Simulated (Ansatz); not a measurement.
# UB3LYP/6-31G(d) (spherical functions) run of BCl2 (SMILES Cl[B]Cl)

What is the energy change on altering one bond length of BCl2 at UB3LYP/6-31G* (spherical functions)? 

The calculation is run with Ansatz 0.2.0.

40 further runs of the same task are left out: 40 set aside as unsound or not needed.

**1. Starting point**

BCl2 has 3 atoms, charge 0, and is taken as a doublet. As SMILES, `Cl[B]Cl`. Geometry: relaxed at PBE0-D4/def2-TZVP.

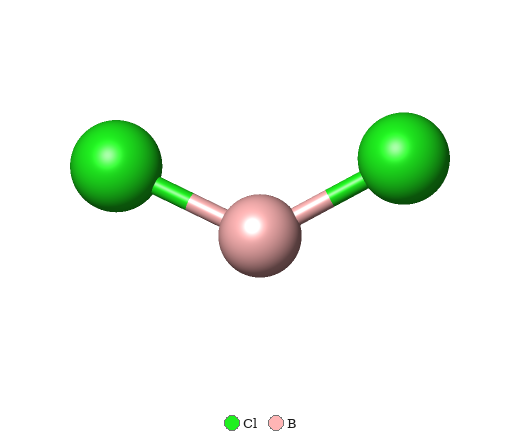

Viewed from a chosen angle; chlorine green, boron pink.

**2. A single-point energy at UB3LYP/6-31G(d) (spherical functions)**

The input, run.yaml:

```yaml
crystal:
  periodic: [false, false, false]
  atoms:
    - {symbol: Cl, position_ang: [0.371500, -1.525600, 0.030000]}
    - {symbol: B, position_ang: [-0.463900, -0.050300, -0.256900]}
    - {symbol: Cl, position_ang: [0.081500, 1.511100, 0.213700]}
basis:
  gaussian: {orbitals: 6-31G_st_-spherical.json}
hamiltonian: {xc: {name: B3LYP}}
magnetization: {spin_polarized: true, initial_magnetization: 1}
accuracy: high
output: {orbitals: {seedname: orbitals}}
```

The basis set 6-31G* is read from a file made from the Basis Set Exchange's data (not shown).

On the command line:

```
$ ansatz run run.yaml --threads 1 --pin off --max-ram 3480MiB --events-out events.jsonl --progress --plain --runs-dir runs
```

What it wrote:

```text
Warning: RAYON_NUM_THREADS=1 ignored (pool sized by the plan → 1); use --threads N
Functional definition: B3LYP
  name "B3LYP"
  parameter a0 = 0.2
  parameter ax = 0.72
  parameter ac = 0.81
  exchange = (1 - a0 - ax)*slater_x + ax*b88_x + a0*exact_x
  correlation = (1 - ac)*vwn_rpa_c + ac*lyp_c
979 factors; integrals over basis functions are off by at most 3.1e-9 eV
mean field evaluation 1: about -25720.8613 eV, gradient 6.0e0 eV
mean field evaluation 2: about -25721.0501 eV, gradient 4.3e0 eV
mean field evaluation 4: about -25721.1528 eV, gradient 6.4e-1 eV
mean field evaluation 8: about -25721.2277 eV, gradient 1.5e-2 eV
mean field evaluation 16: about -25721.2277 eV, gradient 7.1e-7 eV
mean field -25721.22768073 eV, -945.2376827924 hartree, gradient 1.8e-8 eV, S^2 0.751989; 0 other end points of the search recorded, 0 dependent functions left out
reference -25721.22771234 eV, -945.2376839540 hartree; 20, 19 occupied and 30, 31 virtual orbitals, 979 factors
Total energy: -25721.22771234 eV, -945.2376839540 hartree
```

Wall time 4.8 s (1 thread of Arm Neoverse V1, shared host); peak memory 0.18 GiB.

**3. The distorted shape at the same level**

The input, input.yaml:

```yaml
crystal:
  periodic: [false, false, false]
  atoms:
    - {symbol: Cl, position_ang: [0.098814, -2.306260, -0.205288]}
    - {symbol: B, position_ang: [-0.736586, -0.830960, -0.492188]}
    - {symbol: Cl, position_ang: [0.081500, 1.511100, 0.213700]}
basis:
  gaussian:
    orbitals: 6-31G_st_-spherical.json
output: {orbitals: {seedname: orbitals}}
accuracy: high
hamiltonian:
  xc: {name: B3LYP}
magnetization:
  spin_polarized: true
  initial_magnetization: 1
```

The basis set 6-31G* is read from a file made from the Basis Set Exchange's data (not shown).

On the command line:

```
$ ansatz run input.yaml --threads 1 --pin off --max-ram 3480MiB --events-out events.jsonl --progress --plain --runs-dir runs
```

What it wrote (excerpt; [...] marks lines left out):

```text
Warning: RAYON_NUM_THREADS=1 ignored (pool sized by the plan → 1); use --threads N
[... 7 set-up lines as earlier in the session ...]
950 factors; integrals over basis functions are off by at most 3.3e-9 eV
mean field evaluation 1: about -25716.8899 eV, gradient 1.5e1 eV
mean field evaluation 2: about -25637.8423 eV, gradient 1.0e2 eV
mean field evaluation 4: about -25718.8984 eV, gradient 3.1e0 eV
mean field evaluation 8: about -25719.0310 eV, gradient 2.7e-1 eV
mean field evaluation 16: about -25719.0321 eV, gradient 8.5e-4 eV
mean field -25719.03205307 eV, -945.1569949644 hartree, gradient 5.3e-8 eV, S^2 0.772296; 0 other end points of the search recorded, 0 dependent functions left out
reference -25719.03208678 eV, -945.1569962030 hartree; 20, 19 occupied and 30, 31 virtual orbitals, 950 factors
Total energy: -25719.03208678 eV, -945.1569962030 hartree
```

It took 5.4 s on 1 thread of Arm Neoverse V1, shared host; peak memory 0.18 GiB.

**4. Results**

At UB3LYP/6-31G* (spherical functions):

| quantity | value |
| --- | --- |
| first shape: total energy | -945.23768 Eh |
| first shape: HOMO energy (highest over α and β) | -6.01 eV |
| first shape: LUMO energy (lowest over α and β) | -2.06 eV |
| first shape: ⟨S²⟩ | 0.752 |
| distorted shape: total energy | -945.15700 Eh |
| distorted shape: HOMO energy (highest over α and β) | -7.72 eV |
| distorted shape: LUMO energy (lowest over α and β) | -4.64 eV |
| distorted shape: ⟨S²⟩ | 0.772 |
| energy change with the B2–Cl3 bond stretched from 1.720 to 2.579 Å | 2.196 eV |

What this shows: With the B2–Cl3 bond stretched from 1.720 to 2.579 Å the energy rises by 2.20 eV (51 kcal/mol). The first shape isn't relaxed at this level, so the change isn't measured from a minimum.
